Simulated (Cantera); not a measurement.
A closed system holds: 1 mol Fe(CO)₅, a varied amount of N₂, held at 1225 K and 1 atm.

Equilibrium computed with Cantera from the NASA thermochemical tables; the gas is ideal and each condensed phase is pure. Candidate condensed phases: C, Fe, Fe(CO)₅, FeO, Fe₂O₃, Fe₃O₄; 27 gas species. Condensed phases not in the tables: cementite and carbon dissolved in iron. Equilibrium is a limit: real reactors are often held back by kinetics, nucleation or transport.

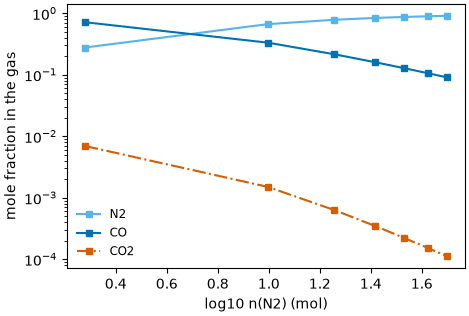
Figure. Equilibrium gas composition (values under 1e-9 drawn at 1e-9)

From 1.9 mol N₂ to 50 mol N₂ the condensed part is C(graphite) + Fe(γ).
